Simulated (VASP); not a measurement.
## La2Sb with and without spin-orbit coupling

What does spin-orbit coupling change in La2Sb, and what does it cost? All runs use PBEsol. The start is a cell from a database of measured crystal structures.

Main program and level: VASP 6.6.1; PBEsol; plane waves and PAW (La, Sb), in the first sound run; inputs show where later runs differ.

## Step 1: Set-up

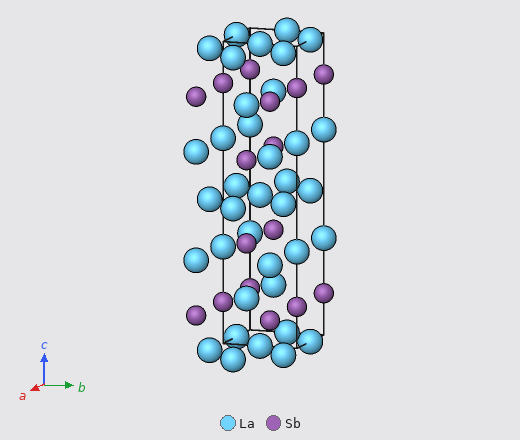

The starting structure, seen slightly off an axis (lanthanum blue, antimony purple). 2×1×1 cells are drawn. This picture shows the conventional cell, with its axes. Some periodic images of atoms are drawn too.

## Step 2: Reference run

A single point writes out density, ELF and potential. PBEsol restores the gradient expansion of exchange and is tuned for the cells of solids.

The input, INCAR:

```
SYSTEM = La2Sb
PREC = Accurate
ENCUT = 400
EDIFF = 1E-06
NELM = 100
ISMEAR = -1
SIGMA = 0.05
LREAL = .FALSE.
ALGO = Normal
GGA = PS
NBANDS = 33
LASPH = .TRUE.
LORBIT = 11
LWAVE = .FALSE.
LCHARG = .TRUE.
ISIF = 2
LELF = .TRUE.
LVHAR = .TRUE.
```

The input, POSCAR:

```
La2Sb
1.0
    0.0000000000     -4.6290000000      0.0000000000
   -4.6290000000      0.0000000000      0.0000000000
    2.3145000000     -2.3145000000     -9.0490000000
La Sb
4 2
Direct
    0.5000000000      0.0000000000      0.0000000000
    0.0000000000      0.5000000000      0.0000000000
    0.3203000000      0.6797000000      0.3594000000
    0.6797000000      0.3203000000      0.6406000000
    0.1377000000      0.8623000000      0.7246000000
    0.8623000000      0.1377000000      0.2754000000
```

The input, KPOINTS:

```
Automatic mesh
0
Gamma
6 6 6
0 0 0
```

Potentials, in the order of the species: La and Sb (PBE family, release 64).

Run with:

```sh
$ mpirun -np 4 vasp_std
```

The log of the run:

```text
[banner, memory and clock lines left out]
running    4 mpi-ranks, on    1 nodes
 distrk:  each k-point on    4 cores,    1 groups
 distr:  one band on    1 cores,    4 groups

 POSCAR found type information on POSCAR LaSb
 POSCAR found :  2 types and       6 ions
|                                                                             |
|               ----> ADVICE to this user running VASP <----                  |
|                                                                             |
|     You enforced a specific xc type in the INCAR file but a different       |
|     [... a line on the potential file left out ...]
|     I HOPE YOU KNOW WHAT YOU ARE DOING!                                     |
|                                                                             |

 LDA part: xc-table for (Slater+PW92), standard interpolation
|                                                                             |
|           W    W    AA    RRRRR   N    N  II  N    N   GGGG   !!!           |
|           W    W   A  A   R    R  NN   N  II  NN   N  G    G  !!!           |
|           W    W  A    A  R    R  N N  N  II  N N  N  G       !!!           |
|           W WW W  AAAAAA  RRRRR   N  N N  II  N  N N  G  GGG   !            |
|           WW  WW  A    A  R   R   N   NN  II  N   NN  G    G                |
|           W    W  A    A  R    R  N    N  II  N    N   GGGG   !!!           |
|                                                                             |
|     The number of bands has been changed from the values supplied in        |
|     The orbitals not found in the WAVECAR file will be initialized with     |
|     random numbers, which is usually adequate. For correlated               |
|     calculations, however, you should redo the groundstate calculation.     |
|     I found NBANDS = 33. Now, NBANDS = 36.                                  |
|                                                                             |

 POSCAR, INCAR and KPOINTS ok, starting setup
 FFT: planning ... GRIDC
 FFT: planning ... GRID_SOFT
 FFT: planning ... GRID
 WAVECAR not read
 entering main loop
       N       E                     dE             d eps       ncg     rms          rms(c)
DAV:   1     0.624666087998E+03    0.62467E+03   -0.15694E+04  2168   0.157E+03
DAV:   2     0.100266665482E+03   -0.52440E+03   -0.51121E+03  3336   0.377E+02
DAV:   3    -0.210533086357E+02   -0.12132E+03   -0.11952E+03  3656   0.241E+02
DAV:   4    -0.346756608778E+02   -0.13622E+02   -0.13359E+02  3976   0.889E+01
DAV:   5    -0.371266045892E+02   -0.24509E+01   -0.23947E+01  4304   0.370E+01    0.817E+00
DAV:   6    -0.367075241152E+02    0.41908E+00   -0.42201E+01  4224   0.273E+01    0.529E+00
DAV:   7    -0.360754508780E+02    0.63207E+00   -0.95984E+00  4252   0.206E+01    0.294E+00
DAV:   8    -0.361733684672E+02   -0.97918E-01   -0.25966E+00  4080   0.792E+00    0.148E+00
DAV:   9    -0.360748720660E+02    0.98496E-01   -0.10233E+00  4272   0.506E+00    0.439E-01
DAV:  10    -0.360768166167E+02   -0.19446E-02   -0.55913E-02  3816   0.151E+00    0.186E-01
DAV:  11    -0.360771416052E+02   -0.32499E-03   -0.88082E-03  4312   0.636E-01    0.869E-02
DAV:  12    -0.360772107130E+02   -0.69108E-04   -0.15365E-03  4296   0.282E-01    0.521E-02
DAV:  13    -0.360772478969E+02   -0.37184E-04   -0.48829E-04  4256   0.140E-01    0.332E-02
DAV:  14    -0.360772703805E+02   -0.22484E-04   -0.26000E-04  4056   0.789E-02    0.172E-02
DAV:  15    -0.360772733305E+02   -0.29500E-05   -0.72485E-05  3664   0.574E-02    0.115E-02
DAV:  16    -0.360772778804E+02   -0.45499E-05   -0.50949E-05  3880   0.367E-02    0.267E-03
DAV:  17    -0.360772782220E+02   -0.34165E-06   -0.90175E-06  3312   0.235E-02
   1 F= -.36077278E+02 E0= -.36042649E+02  d E =-.692593E-01
```

Elapsed: 39 s, on 4 MPI ranks of Intel Xeon Platinum 8559C (Emerald Rapids), shared host; peak memory 0.78 GiB.

Lines that name or quote the potential files are left out of all logs, and their timing lines are given in words.

From OUTCAR (step 2):

```text
ion  position               nearest neighbor table
   1  0.500  0.000  0.000-   2 3.27   2 3.27   2 3.27   2 3.27   6 3.40   5 3.40   6 3.40   5 3.40

  LATTYP: Found a body centered tetragonal cell.
 ALAT       =     4.6290000000
 C/A-ratio  =     3.9096997192

 Subroutine GETGRP returns: Found 16 space group operations
 (whereof 16 operations were pure point group operations)

The static configuration has the point symmetry D_4h.

 Found     30 irreducible k-points:

   k-points           NKPTS =     30   k-points in BZ     NKDIM =     30   number of bands    NBANDS=     36

   dimension x,y,z NGX =    30 NGY =   30 NGZ =   64
   dimension x,y,z NGXF=    60 NGYF=   60 NGZF=  128

   ENCUT  =  400.0 eV  29.40 Ry    5.42 a.u.   7.55  7.55 15.69*2*pi/ulx,y,z

   NELECT =      54.0000    total number of electrons

 k-points in reciprocal lattice and weights: Automatic mesh
   0.00000000  0.00000000  0.00000000       0.005
   0.16666667  0.00000000  0.00000000       0.037
   0.33333333  0.00000000  0.00000000       0.037
   0.50000000  0.00000000  0.00000000       0.019
   0.16666667  0.16666667  0.00000000       0.019
   0.33333333  0.16666667  0.00000000       0.074
   0.50000000  0.16666667 -0.00000000       0.074
  -0.33333333  0.16666667 -0.00000000       0.074
  -0.16666667  0.16666667  0.00000000       0.037
[...]
-0.16666667  0.16666667  0.33333333       0.019
   0.00000000  0.00000000  0.50000000       0.005

 average (electrostatic) potential at core
       1 -95.6059       2 -95.6059       3 -96.2007       4 -96.2007       5 -83.5607
       6 -83.5607

 E-fermi :   8.1852

 k-point     1 :       0.0000    0.0000    0.0000
  band No.  band energies     occupation
    ...
     25       7.0889      2.00000
     26       7.2961      2.00000
     27       7.5022      2.00000
     28       7.8631      1.99682
     29       8.1574      1.27119
     30       8.7823      0.00001
     31       8.7823      0.00001
     32       9.4951      0.00000
     33       9.7152      0.00000
     34       9.7288      0.00000
    ...

 k-point     2 :       0.1667    0.0000    0.0000
  band No.  band energies     occupation
    ...
     24       6.6067      2.00000
     25       6.7949      2.00000
     26       7.6809      1.99992
     27       7.7069      1.99986
     28       7.9713      1.97267
     29       8.4732      0.00628
     30       8.6458      0.00020
     31       8.8455      0.00000
     32       9.4282      0.00000
     33       9.7174      0.00000
    ...

 k-point     3 :       0.3333    0.0000    0.0000
  band No.  band energies     occupation
    ...
     22       6.0060      2.00000
     23       6.1665      2.00000
     24       6.4304      2.00000
     25       7.3154      2.00000
     26       8.0374      1.90115
     27       8.2434      0.47619
     28       8.4020      0.02584
     29       8.6466      0.00020
     30       9.0619      0.00000
     31       9.1286      0.00000
    ...

  Total       -2.0842242     -2.0842242     -1.6447089      0.0000000      0.0000000      0.0000000
  in kB      -17.2218609    -17.2218609    -13.5901635      0.0000000      0.0000000      0.0000000
  external PRESSURE =     -16.0112951 kB  Pullay stress =       0.0000000 kB

  energy-cutoff  :      400.00
  volume of cell :      193.90
      direct lattice vectors                 reciprocal lattice vectors
     0.000000000 -4.629000000  0.000000000     0.000000000 -0.216029380  0.055254724
    -4.629000000  0.000000000  0.000000000    -0.216029380  0.000000000 -0.055254724
     2.314500000 -2.314500000 -9.049000000     0.000000000  0.000000000 -0.110509449

 POSITION                                       TOTAL-FORCE (eV/Angst)
 -----------------------------------------------------------------------------------
      0.00000     -2.31450      0.00000         0.000000     -0.000000      0.000000
     -2.31450      0.00000      0.00000        -0.000000      0.000000      0.000000
     -2.31450     -2.31450     -3.25221         0.000000     -0.000000      0.071794
     -0.00000     -4.62900     -5.79679        -0.000000      0.000000     -0.071794
     -2.31450     -2.31450     -6.55691         0.000000     -0.000000     -0.057758
     -0.00000     -4.62900     -2.49209        -0.000000      0.000000      0.057758
 -----------------------------------------------------------------------------------
    total drift:                                0.000000     -0.000000     -0.000000

  FREE ENERGIE OF THE ION-ELECTRON SYSTEM (eV)
  ---------------------------------------------------
  free  energy   TOTEN  =       -36.0772782220 eV

  energy  without entropy=      -36.0080189159  energy(sigma->0) =      -36.04264857

 total charge
# of ion       s       p       d       f       tot
--------------------------------------------------
    1        2.056   5.550   0.977   0.132   8.716
    2        2.056   5.550   0.977   0.132   8.716
    3        2.030   5.621   0.735   0.085   8.471
    4        2.030   5.621   0.735   0.085   8.471
    5        1.113   1.378   0.021   0.000   2.512
    6        1.113   1.378   0.021   0.000   2.512
--------------------------------------------------
tot         10.398  25.099   3.468   0.435  39.399

[... 3 further parts left out ...]
```

The k-mesh is coarse for a metal. The PAW data sets were made with PBE, which is usual practice but a small mismatch for other functionals.

Numbers from this step:

```
SCF cycles              : 17
electrons               : 54
bands                   : 36
irreducible k-points    : 30
symmetry operations     : 16
free energy (TOTEN)     : -36.08 eV
energy at zero smearing : -36.04 eV
Fermi energy            : 8.185 eV
pressure                : -1.601 GPa
metallic                : yes
```

Force by atom:

```tsv
atom	x (eV/Å)	y (eV/Å)	z (eV/Å)	size
La1	0.0000	0.0000	0.0000	0.0000
La2	0.0000	0.0000	0.0000	0.0000
La3	0.0000	0.0000	0.0718	0.0718
La4	0.0000	0.0000	-0.0718	0.0718
Sb5	0.0000	0.0000	-0.0578	0.0578
Sb6	0.0000	0.0000	0.0578	0.0578
```

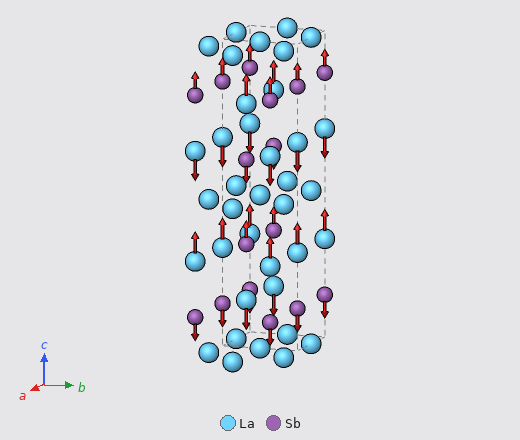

Force as arrows, the longest 0.0718 eV/Å. 2×1×1 conventional cells are drawn. Some periodic images of atoms are drawn too.

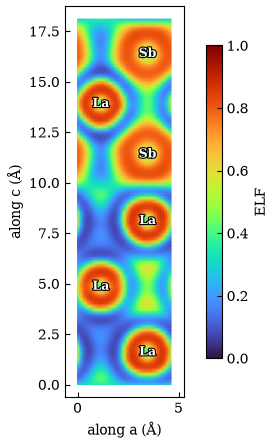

ELF in the ac plane of the conventional cell at fractional y = 0.000, with atoms of La and Sb within 0.2 Å of it. It is the smooth field of the valence electrons, not physical close to the nuclei. The map starts off the cell's origin, so that atoms lie inside it.

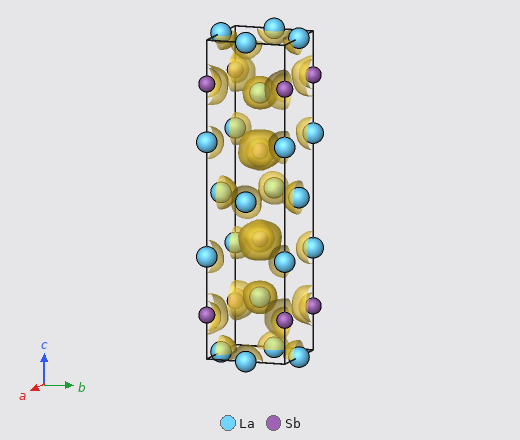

Surface of ELF = 0.79.

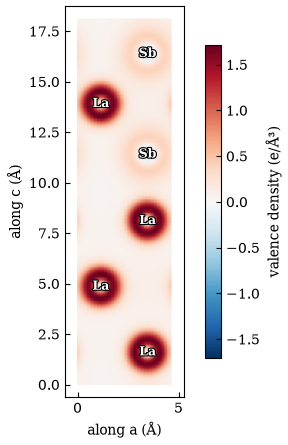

Valence density in the ac plane of the conventional cell at fractional y = 0.000, with atoms of La and Sb within 0.2 Å of it. It is the smooth field of the valence electrons, not physical close to the nuclei. The map starts off the cell's origin, so that atoms lie inside it.

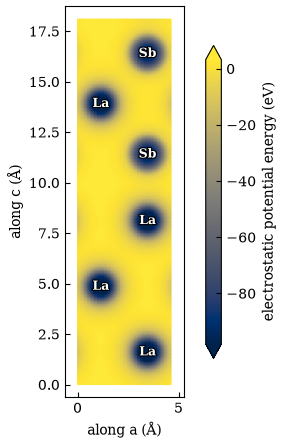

Electrostatic potential energy in the ac plane of the conventional cell at fractional y = 0.000, with atoms of La and Sb within 0.2 Å of it. With pseudopotentials it is smooth inside the atoms' cores, unlike the true potential. The map starts off the cell's origin, so that atoms lie inside it.

The pressure is -1.60 GPa and the largest force 0.072 eV/Å, so the cell is not at a minimum at these settings.

(Continued in part 2 of 5.)

[Lines on the potential files, build, host, timing and source positions are cut from VASP's logs without a mark.]

[Logs are printed without paths, hosts, clocks, repeated set-up lines and the standing remarks that a program may print on its own settings, such as how far it seeks lower states.]

[Hosts, paths, dates, database ids (printed as entryN), source tags and the programs' standing remarks are cut or masked in the printed files.]

[A measured line is paired with the nearest computed mode of its activity, which favours agreement.]
